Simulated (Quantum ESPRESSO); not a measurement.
# Mn3Sn: which magnetic order is lowest, part 2 of 3

Does Mn3Sn prefer parallel or opposed moments, or none?

Quantum ESPRESSO 7.5; PBE; plane waves with GBRV 1.5 PBE potentials, no spin-orbit coupling.

So far, absolute magnetization (μB): step 2 (run 1, typed as ferro ++++++) 20.0; step 3 (run 2, typed as antiferro +++−−−) 19.4.

### 4. Run 3, typed as antiferro +−+−+−

pw.in reads:

```
&CONTROL
  calculation = 'scf'
  prefix = 'pwscf'
  outdir = './tmp'
  pseudo_dir = './pseudo'
  disk_io = 'nowf'
/
&SYSTEM
  ibrav = 0
  celldm(1) = 8
  nat = 8
  ntyp = 3
  ecutwfc = 40
  ecutrho = 280
  nbnd = 73
  occupations = 'smearing'
  smearing = 'fd'
  degauss = 0.00367493
  nspin = 2
  starting_magnetization(1) = 0.2333
  starting_magnetization(2) = -0.2333
  starting_magnetization(3) = 0
/
&ELECTRONS
  conv_thr = 1.6d-08
  electron_maxstep = 150
  mixing_beta = 0.3
/
ATOMIC_SPECIES
Mn1    54.9380 mn_pbe_v1.5.uspp.F.UPF
Mn2    54.9380 mn_pbe_v1.5.uspp.F.UPF
Sn    118.7100 sn_pbe_v1.4.uspp.F.UPF
CELL_PARAMETERS alat
   1.3393433908285    0.0000000000000    0.0000000000000
  -0.6696716954143    1.1599054008583    0.0000000000000
   0.0000000000000    0.0000000000000    1.0700574180693
ATOMIC_POSITIONS crystal
Mn1     0.8330000000    0.6660000000    0.2500000000
Mn2     0.1670000000    0.8330000000    0.7500000000
Mn1     0.3340000000    0.1670000000    0.2500000000
Mn2     0.1670000000    0.3340000000    0.7500000000
Mn1     0.8330000000    0.1670000000    0.2500000000
Mn2     0.6660000000    0.8330000000    0.7500000000
Sn      0.3333333333    0.6666666667    0.2500000000
Sn      0.6666666667    0.3333333333    0.7500000000
K_POINTS automatic
8 8 8 0 0 0
```

The run is started by

```
$ OMP_NUM_THREADS=1 mpirun -n 8 pw.x -nk 8 -in pw.in > pw.out
```

What it wrote:

```text
     [... lines left out ...]
Program PWSCF v.7.5 starts
     [... lines left out ...]
     number of atoms/cell      =            8
     [... lines left out ...]
     number of electrons       =       118.00
     number of Kohn-Sham states=           73
     kinetic-energy cutoff     =      40.0000  Ry
     charge density cutoff     =     280.0000  Ry
     scf convergence threshold =      1.6E-08
     [... lines left out ...]
     12 Sym. Ops. (no inversion) found ( 6 have fractional translation)
     [... lines left out ...]
     number of k points=    50  Fermi-Dirac smearing, width (Ry)=  0.0037
     [... lines left out ...]
     iteration # 16     ecut=    40.00 Ry     beta= 0.30
     [... lines left out ...]
     Magnetic moment per site  (integrated on atomic sphere of radius R)
     atom   1 (R=0.272)  charge= 13.7823  magn=  3.0200
     atom   2 (R=0.272)  charge= 13.7822  magn= -3.0200
     atom   3 (R=0.272)  charge= 13.7823  magn=  3.0200
     atom   4 (R=0.272)  charge= 13.7822  magn= -3.0200
     atom   5 (R=0.272)  charge= 13.7823  magn=  3.0200
     atom   6 (R=0.272)  charge= 13.7822  magn= -3.0200
     atom   7 (R=0.272)  charge= 11.7852  magn= -0.0057
     atom   8 (R=0.272)  charge= 11.7852  magn=  0.0057
     [... lines left out ...]
     the Fermi energy is    15.1533 ev
!    total energy              =   -1585.61189047 Ry
     estimated scf accuracy    <       0.00000001 Ry
     smearing contrib. (-TS)   =      -0.00641362 Ry
     [... lines left out ...]
     total magnetization       =    -0.00 Bohr mag/cell
     absolute magnetization    =    18.95 Bohr mag/cell
     convergence has been achieved in  16 iterations
```

Elapsed: 2.3 min, on 8 MPI ranks of Arm Neoverse V2, shared host; peak memory 1.4 GiB; 18 min of CPU time.

Spin moment in the atom's sphere by atom:

| atom | spin moment in the atom's sphere (μB) |
| --- | --- |
| Mn1 | 3.02 |
| Mn2 | -3.02 |
| Mn3 | 3.02 |
| Mn4 | -3.02 |
| Mn5 | 3.02 |
| Mn6 | -3.02 |
| Sn7 | -0.01 |
| Sn8 | 0.01 |

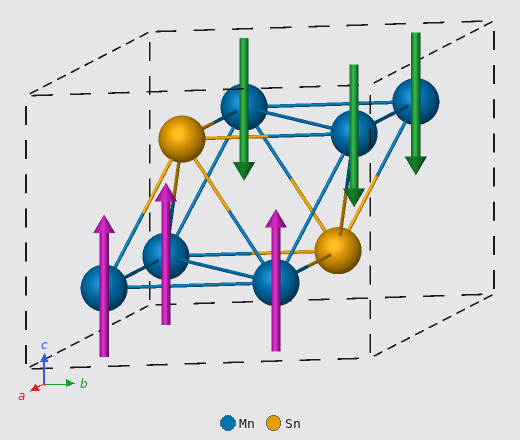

Spin moment in the atom's sphere as arrows, the longest 3.02 μB. Up and down stand for the sign. Arrows give size and sign along the axis of quantisation, drawn up and down the page. The two directions have two colours.

This step gave:

- smearing term TS: 0.08726 eV
- magnetization: 0 μB
- absolute magnetization: 18.95 μB
- final state: antiferromagnetic

### 5. Run 4, typed as antiferro ++−+−−

pw.in, as its differences from that of step 4:

```diff
@@ -38,6 +38,6 @@
 Mn1     0.8330000000    0.6660000000    0.2500000000
-Mn2     0.1670000000    0.8330000000    0.7500000000
-Mn1     0.3340000000    0.1670000000    0.2500000000
-Mn2     0.1670000000    0.3340000000    0.7500000000
-Mn1     0.8330000000    0.1670000000    0.2500000000
+Mn1     0.1670000000    0.8330000000    0.7500000000
+Mn2     0.3340000000    0.1670000000    0.2500000000
+Mn1     0.1670000000    0.3340000000    0.7500000000
+Mn2     0.8330000000    0.1670000000    0.2500000000
 Mn2     0.6660000000    0.8330000000    0.7500000000
```

What it wrote:

```text
     [... lines left out ...]
Program PWSCF v.7.5 starts
     [... lines left out ...]
     number of atoms/cell      =            8
     [... lines left out ...]
     number of electrons       =       118.00
     number of Kohn-Sham states=           73
     kinetic-energy cutoff     =      40.0000  Ry
     charge density cutoff     =     280.0000  Ry
     scf convergence threshold =      1.6E-08
     [... lines left out ...]
      2 Sym. Ops. (no inversion) found ( 1 have fractional translation)
     [... lines left out ...]
     number of k points=   170  Fermi-Dirac smearing, width (Ry)=  0.0037
     [... lines left out ...]
     iteration # 27     ecut=    40.00 Ry     beta= 0.30
     [... lines left out ...]
     Magnetic moment per site  (integrated on atomic sphere of radius R)
     atom   1 (R=0.272)  charge= 13.7678  magn=  3.2420
     atom   2 (R=0.272)  charge= 13.7907  magn=  2.9610
     atom   3 (R=0.272)  charge= 13.7703  magn= -3.1291
     atom   4 (R=0.272)  charge= 13.7703  magn=  3.1291
     atom   5 (R=0.272)  charge= 13.7907  magn= -2.9614
     atom   6 (R=0.272)  charge= 13.7679  magn= -3.2422
     atom   7 (R=0.272)  charge= 11.7806  magn= -0.0038
     atom   8 (R=0.272)  charge= 11.7806  magn=  0.0038
     [... lines left out ...]
     the Fermi energy is    15.2362 ev
!    total energy              =   -1585.62302778 Ry
     estimated scf accuracy    <       0.00000001 Ry
     smearing contrib. (-TS)   =      -0.00644609 Ry
     [... lines left out ...]
     total magnetization       =    -0.00 Bohr mag/cell
     absolute magnetization    =    19.65 Bohr mag/cell
     convergence has been achieved in  27 iterations
```

The job ended after 11 min (8 MPI ranks; peak memory 2.4 GiB).

Read from the output:

```yaml
smearing_term_ts: 0.08770 eV
magnetization: 0 μB
absolute_magnetization: 19.65 μB
final_state: antiferromagnetic
largest_moment: 3.242 μB
```

### 6. Run 5 (ferri +++−+−)

pw.in, as its differences from that of step 5:

```diff
@@ -14,3 +14,3 @@
   ecutrho = 280
-  nbnd = 73
+  nbnd = 77
   occupations = 'smearing'
@@ -39,5 +39,5 @@
 Mn1     0.1670000000    0.8330000000    0.7500000000
-Mn2     0.3340000000    0.1670000000    0.2500000000
-Mn1     0.1670000000    0.3340000000    0.7500000000
-Mn2     0.8330000000    0.1670000000    0.2500000000
+Mn1     0.3340000000    0.1670000000    0.2500000000
+Mn2     0.1670000000    0.3340000000    0.7500000000
+Mn1     0.8330000000    0.1670000000    0.2500000000
 Mn2     0.6660000000    0.8330000000    0.7500000000
```

What it wrote:

```text
     [... lines left out ...]
Program PWSCF v.7.5 starts
     [... lines left out ...]
     number of atoms/cell      =            8
     [... lines left out ...]
     number of electrons       =       118.00
     number of Kohn-Sham states=           77
     kinetic-energy cutoff     =      40.0000  Ry
     charge density cutoff     =     280.0000  Ry
     scf convergence threshold =      1.6E-08
     [... lines left out ...]
      4 Sym. Ops. (no inversion) found ( 2 have fractional translation)
     [... lines left out ...]
     number of k points=   105  Fermi-Dirac smearing, width (Ry)=  0.0037
     [... lines left out ...]
     iteration # 20     ecut=    40.00 Ry     beta= 0.30
     [... lines left out ...]
     Magnetic moment per site  (integrated on atomic sphere of radius R)
     atom   1 (R=0.272)  charge= 13.7922  magn=  2.9658
     atom   2 (R=0.272)  charge= 13.7796  magn=  3.1889
     atom   3 (R=0.272)  charge= 13.7922  magn=  2.9658
     atom   4 (R=0.272)  charge= 13.7677  magn= -3.1972
     atom   5 (R=0.272)  charge= 13.7803  magn=  3.1005
     atom   6 (R=0.272)  charge= 13.7677  magn= -3.1972
     atom   7 (R=0.272)  charge= 11.7817  magn= -0.0467
     atom   8 (R=0.272)  charge= 11.7849  magn= -0.0431
     [... lines left out ...]
     the Fermi energy is    15.1686 ev
!    total energy              =   -1585.61159352 Ry
     estimated scf accuracy    <       0.00000001 Ry
     smearing contrib. (-TS)   =      -0.00610069 Ry
     [... lines left out ...]
     total magnetization       =     5.80 Bohr mag/cell
     absolute magnetization    =    19.54 Bohr mag/cell
     convergence has been achieved in  20 iterations
```

Run time: 5.1 min. Hardware: 8 MPI ranks; peak memory 1.9 GiB; 41 min of CPU time.

Read from the output:

- smearing term TS: 0.08300 eV
- magnetization: 5.804 μB
- absolute magnetization: 19.54 μB
- final state: ferrimagnetic
- largest moment: 3.197 μB

### 7. Run 6 (ferri +++++−)

pw.in, as its differences from that of step 6:

```diff
@@ -14,3 +14,3 @@
   ecutrho = 280
-  nbnd = 77
+  nbnd = 80
   occupations = 'smearing'
@@ -40,3 +40,3 @@
 Mn1     0.3340000000    0.1670000000    0.2500000000
-Mn2     0.1670000000    0.3340000000    0.7500000000
+Mn1     0.1670000000    0.3340000000    0.7500000000
 Mn1     0.8330000000    0.1670000000    0.2500000000
```

What it wrote:

```text
     [... lines left out ...]
Program PWSCF v.7.5 starts
     [... lines left out ...]
     number of atoms/cell      =            8
     [... lines left out ...]
     number of electrons       =       118.00
     number of Kohn-Sham states=           80
     kinetic-energy cutoff     =      40.0000  Ry
     charge density cutoff     =     280.0000  Ry
     scf convergence threshold =      1.6E-08
     [... lines left out ...]
      4 Sym. Ops. (no inversion) found ( 2 have fractional translation)
     [... lines left out ...]
     number of k points=   105  Fermi-Dirac smearing, width (Ry)=  0.0037
     [... lines left out ...]
     iteration # 22     ecut=    40.00 Ry     beta= 0.30
     [... lines left out ...]
     Magnetic moment per site  (integrated on atomic sphere of radius R)
     atom   1 (R=0.272)  charge= 13.7872  magn=  3.0845
     atom   2 (R=0.272)  charge= 13.7889  magn=  3.0692
     atom   3 (R=0.272)  charge= 13.7894  magn=  3.0953
     atom   4 (R=0.272)  charge= 13.7889  magn=  3.0692
     atom   5 (R=0.272)  charge= 13.7872  magn=  3.0845
     atom   6 (R=0.272)  charge= 13.7452  magn= -3.4567
     atom   7 (R=0.272)  charge= 11.7750  magn= -0.0832
     atom   8 (R=0.272)  charge= 11.7787  magn= -0.0822
     [... lines left out ...]
     the Fermi energy is    15.1175 ev
!    total energy              =   -1585.60720812 Ry
     estimated scf accuracy    <          9.6E-09 Ry
     smearing contrib. (-TS)   =      -0.00554904 Ry
     [... lines left out ...]
     total magnetization       =    11.91 Bohr mag/cell
     absolute magnetization    =    19.78 Bohr mag/cell
     convergence has been achieved in  22 iterations
```

The job ended after 5.8 min (8 MPI ranks; peak memory 2 GiB; 46 min of CPU time).

Numbers from this step:

* smearing term TS: 0.07550 eV
* magnetization: 11.91 μB
* absolute magnetization: 19.78 μB
* final state: ferrimagnetic
* largest moment: 3.457 μB

### 8. Start 7: no spin polarisation

pw.in reads:

```
&CONTROL
  calculation = 'scf'
  prefix = 'pwscf'
  outdir = './tmp'
  pseudo_dir = './pseudo'
  disk_io = 'nowf'
/
&SYSTEM
  ibrav = 0
  celldm(1) = 8
  nat = 8
  ntyp = 2
  ecutwfc = 40
  ecutrho = 280
  nbnd = 73
  occupations = 'smearing'
  smearing = 'fd'
  degauss = 0.00367493
/
&ELECTRONS
  conv_thr = 1.6d-08
  electron_maxstep = 150
  mixing_beta = 0.3
/
ATOMIC_SPECIES
Mn     54.9380 mn_pbe_v1.5.uspp.F.UPF
Sn    118.7100 sn_pbe_v1.4.uspp.F.UPF
CELL_PARAMETERS alat
   1.3393433908285    0.0000000000000    0.0000000000000
  -0.6696716954143    1.1599054008583    0.0000000000000
   0.0000000000000    0.0000000000000    1.0700574180693
ATOMIC_POSITIONS crystal
Mn      0.8330000000    0.6660000000    0.2500000000
Mn      0.1670000000    0.8330000000    0.7500000000
Mn      0.3340000000    0.1670000000    0.2500000000
Mn      0.1670000000    0.3340000000    0.7500000000
Mn      0.8330000000    0.1670000000    0.2500000000
Mn      0.6660000000    0.8330000000    0.7500000000
Sn      0.3333333333    0.6666666667    0.2500000000
Sn      0.6666666667    0.3333333333    0.7500000000
K_POINTS automatic
8 8 8 0 0 0
```

What it wrote:

```text
     [... lines left out ...]
Program PWSCF v.7.5 starts
     [... lines left out ...]
     number of atoms/cell      =            8
     [... lines left out ...]
     number of electrons       =       118.00
     number of Kohn-Sham states=           73
     kinetic-energy cutoff     =      40.0000  Ry
     charge density cutoff     =     280.0000  Ry
     scf convergence threshold =      1.6E-08
     [... lines left out ...]
     24 Sym. Ops., with inversion, found (12 have fractional translation)
     [... lines left out ...]
     number of k points=    50  Fermi-Dirac smearing, width (Ry)=  0.0037
     [... lines left out ...]
     iteration # 12     ecut=    40.00 Ry     beta= 0.30
     [... lines left out ...]
     the Fermi energy is    14.7385 ev
!    total energy              =   -1585.34503008 Ry
     estimated scf accuracy    <          4.8E-09 Ry
     smearing contrib. (-TS)   =      -0.01411085 Ry
     [... lines left out ...]
     convergence has been achieved in  12 iterations
```

Run time: 55 s. Hardware: 8 MPI ranks; peak memory 1.1 GiB.

Numbers from this step:

```
smearing term TS : 0.1920 eV
final state      : non-magnetic (no spin polarisation)
```

(Continued in part 3 of 3.)

[Logs and program files are shortened in this print: banners, set-up blocks, solver, clock and traceback lines can be left out without a mark of their own.]

[Logs are printed without paths, hosts, clocks, repeated set-up lines and the standing remarks that a program may print on its own settings, such as how far it seeks lower states.]

[Hosts, paths, dates, database ids (printed as entryN), source tags and the programs' standing remarks are cut or masked in the printed files.]

[Where a cell is said to come from a database of computed structures, the database is the Materials Project.]
